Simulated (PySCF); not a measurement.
**Cl$_{2}$H$_{2}$O$_{2}$Si, SMILES `O[Si](O)(Cl)Cl`: what the electrons do**

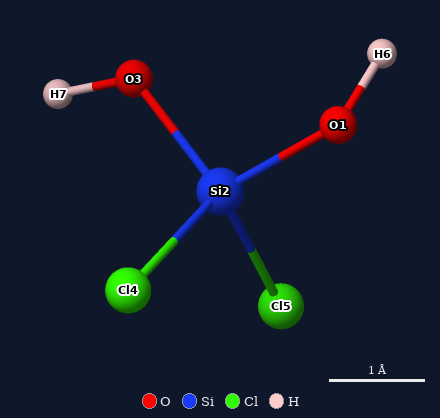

The molecule, with its atoms numbered as below. No frequency check shows the geometry to be a minimum.

Coordinates in Å:

```
O1       0.1119    1.2274   -1.3244
Si2      0.0081    0.3171    0.0000
O3      -0.0618    1.3265    1.2673
Cl4      1.6545   -0.8129    0.0186
Cl5     -1.6540   -0.8294   -0.0350
H6      -0.3993    2.0261   -1.4337
H7      -0.1238    1.0240    2.1699
```

## 1. Bonding charge

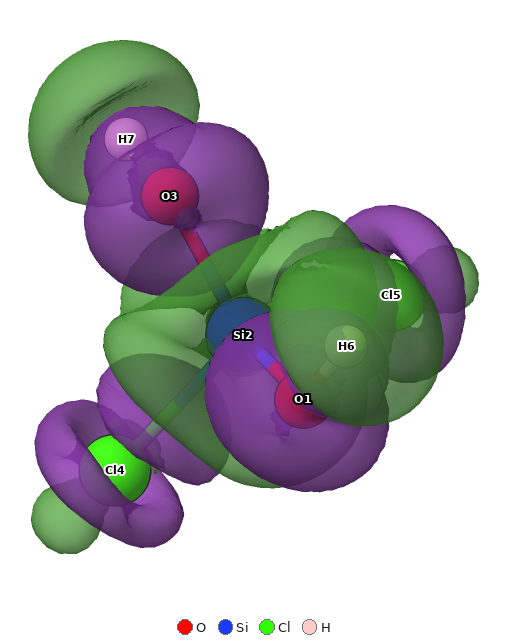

Deformation density (molecule less spherical, spin-averaged free atoms at the same positions), surfaces at ±0.04 e/Å³; purple: gain, green: loss.

Method: PBE0/def2-TZVP; geometry: GFN2-xTB; program: PySCF.

Describe the bonding that the map shows.

Answer. O3–H7: +0.80 e/Å³ at the bond critical point (bond length 0.95 Å, Mayer order 0.9). O1–H6: +0.79 e/Å³ at the bond critical point (bond length 0.95 Å, Mayer order 0.9). O1–Si2: +0.15 e/Å³ at the bond critical point (bond length 1.61 Å, Mayer order 1.3). Si2–O3: +0.14 e/Å³ at the bond critical point (bond length 1.62 Å, Mayer order 1.2). Si2–Cl4: +0.10 e/Å³ at the bond critical point (bond length 2.00 Å, Mayer order 1.2). Si2–Cl5: +0.09 e/Å³ at the bond critical point (bond length 2.02 Å, Mayer order 1.2); up to 0.6 Å beside the axis the gain reaches +0.23 e/Å³. In all, 1.6 electrons gather in the regions of gain relative to the promolecule. A small or negative value marks a very polar bond, one between electron-rich atoms, whose free-atom densities already overlap strongly, a long bond to a heavier atom, or a closed-shell contact such as a hydrogen bond.

Where do the Hirshfeld charges lie?

Answer. The highest Hirshfeld charge is on Si2 (+0.43 e), the lowest on O3 (−0.31 e).

```csv
atom,charge (e)
O1,−0.30
Si2,+0.43
O3,−0.31
Cl4,−0.09
Cl5,−0.11
H6,+0.19
H7,+0.19
```

## 2. Local ionisation energy

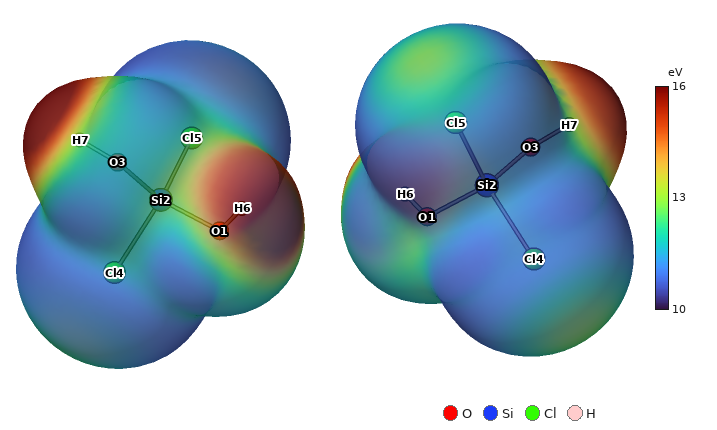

Average local ionisation energy on the surface of electron density 0.001 a.u. (back view left, front view right).

Where are the most loosely bound electrons on this surface?

Answer. The lowest value is 10.6 eV, 2.1 Å from Cl5. Further minima include 10.6 eV, 2.1 Å from Cl5; 10.6 eV, 2.1 Å from Cl5. For comparison, the highest occupied orbital lies at −9.2 eV.

What volume does the surface enclose, and what is the dipole moment?

Answer. About 117 Å³; the dipole moment is 1.9 D.

## 3. In an electric field

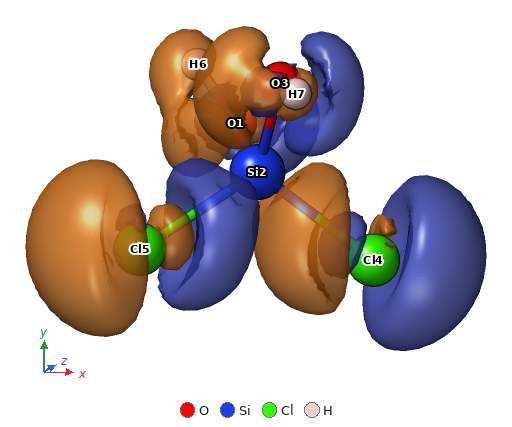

Change of the electron density in a uniform field of 0.21 V/Å, surfaces at ±0.0015 e/Å³ (orange: gain, blue: loss).

PySCF calculation, PBE0/def2-TZVP, gas phase; geometry: GFN2-xTB. A basis without diffuse functions makes polarisabilities too small.

Along which Cartesian direction does the field point?

Answer. Along +x: electrons gather on the −x side, against the field.

How large is the response?

Answer. The induced dipole is 0.58 D (along the field); α along this axis, from the fields in both directions, is 57 bohr³ (8.4 Å³).

Which atoms gain and lose the most charge?

Answer. Electrons gather most on Cl5 (Hirshfeld charge changes by −0.017 e) and leave Cl4 most (+0.017 e); 0.051 electrons are displaced in all.

## 4. Removing or adding an electron

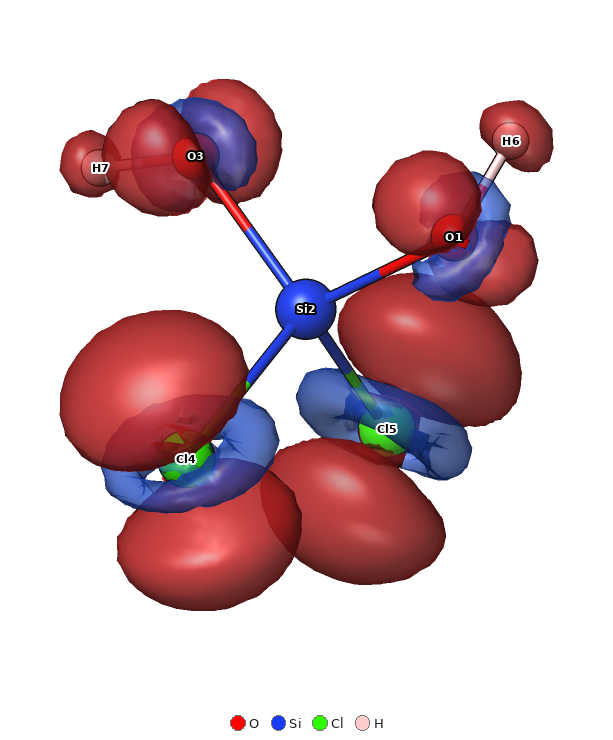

Fukui function f⁻ = ρ(N) − ρ(N−1) at fixed geometry, surfaces at ±0.03 e/Å³ (red positive, blue negative).

Level of theory: PBE0/def2-TZVP (PySCF), at a geometry from GFN2-xTB.

Which atoms respond most to the removal of an electron?

Answer. f⁻ (Hirshfeld-condensed) is largest on Cl5 (0.33) and Cl4 (0.33); the vertical ionisation energy is 11.32 eV (the stability of the cation's solution wasn't checked). Condensed values hint at sites of electrophilic attack but needn't mark the atom that reacts. Shares this close don't rank the sites. Orbital relaxation makes it negative in places (0.13 e in all).

The PySCF runs shown took 28 s, 60 s and 2.1 min on 1 thread of Arm Neoverse V1, on a shared host.
